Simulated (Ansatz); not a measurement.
# CH$_{2}$InN (SMILES C=[N][In]): what the fields show

Input file:

```
basis:
  gaussian:
    orbitals: def2-TZVPD
crystal:
  periodic: [false, false, false]
  atoms:
    - {symbol: C, position_ang: [-2.815674, 1.639752, 0.899790]}
    - {symbol: In, position_ang: [0.301024, 0.377955, 0.464125]}
    - {symbol: N, position_ang: [-1.658698, 1.171330, 0.737790]}
    - {symbol: H, position_ang: [-3.239382, 1.914178, 1.907499]}
    - {symbol: H, position_ang: [-3.534159, 1.827762, 0.051999]}
hamiltonian:
  xc: pbe0
output:
  forces: true
  orbitals: {seedname: orbitals}
```

Launched as:

```sh
ansatz run input.yaml --threads 1 --pin off --max-ram 2610MiB --events-out events.jsonl --progress --plain --runs-dir runs
```

Geometry: PBE-D3(BJ)/def2-SVP; core potentials replace the inner electrons of In.

The calculation used isolated molecule in a Gaussian basis; Kohn-Sham density functional theory, functional PBE0 in Ansatz.

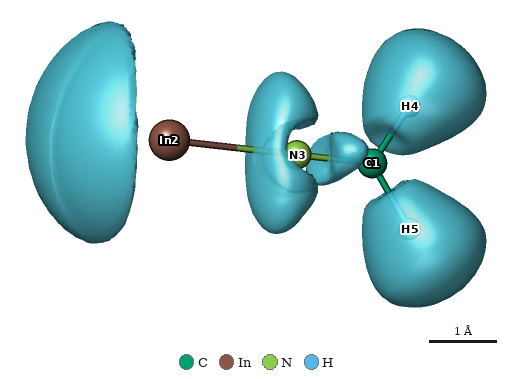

Figure 1. Isosurface of the ELF at 0.8 (cyan), seen at a tilt. Only the valence region is drawn (cores and ρ < 0.01 e/Å³ removed).

Q: Identify the bonds, lone pairs and shells in this picture.

A: The ELF exceeds this value in one region between bonded C–N atoms (shared pairs), two regions around hydrogen nuclei, one lobe on In, pointing away from the bonds (lone pairs) and one region wrapped around N (its valence shell). Along the contacts the grid gives the following. C–N (1.26 Å): the ELF peaks at about 0.90 between the atoms: a short, multiple covalent bond. In–N (2.13 Å): the ELF peaks at about 0.90 in the valence shell of N, 0.6 Å from its nucleus, and drops to about 0.15 between the two atoms.

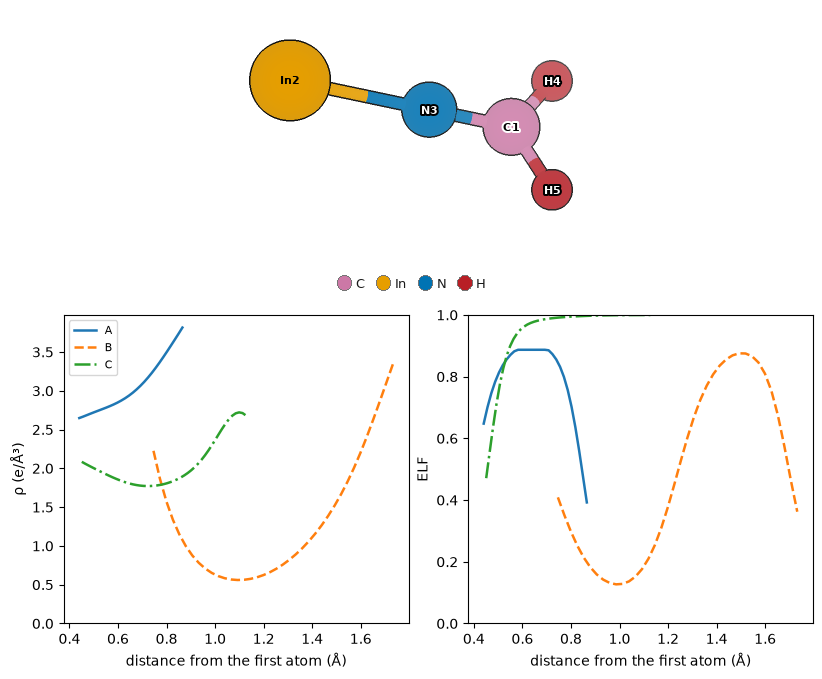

Figure 2. Electron density and electron localisation function along straight lines between neighbouring atoms. The curves leave out the atomic cores. The structure is drawn too.

Q: Which curve belongs to which contact (C–H, C–N and In–N)? The first atom named is at distance zero.

A: Curve A: C–N (1.26 Å): ρ is about 2.9 e/Å³ halfway; the ELF peaks at about 0.90 between the atoms (a multiple bond). Curve B: In–N (2.13 Å): the density is about 0.57 e/Å³ at the midpoint; the ELF peaks at about 0.90 in the valence shell of N, 0.6 Å from its nucleus, and drops to about 0.15 between the two atoms. Curve C: C–H (1.13 Å): ρ at the midpoint is about 1.9 e/Å³; the ELF climbs to about 1 towards the hydrogen, as it does in any bond to H (a covalent bond by its length).

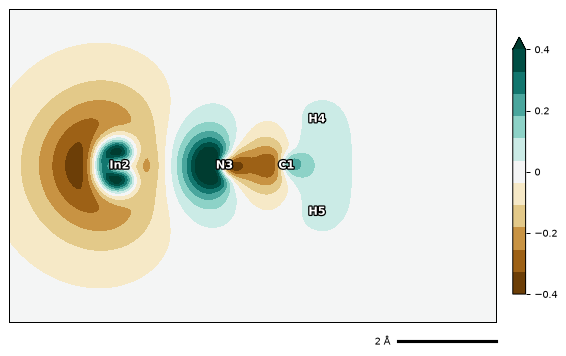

Figure 3. The HOMO−1 on the molecular plane (values in Å⁻³ᐟ²; the overall sign is arbitrary).

Q: What is the character of this orbital?

A: By Hirshfeld shares it lies mainly on In2 (about 85 %) and N3 (about 15 %); it is symmetric in the molecular plane (an in-plane orbital: σ, lone-pair or in-plane π type). Its energy is −7.20 eV.
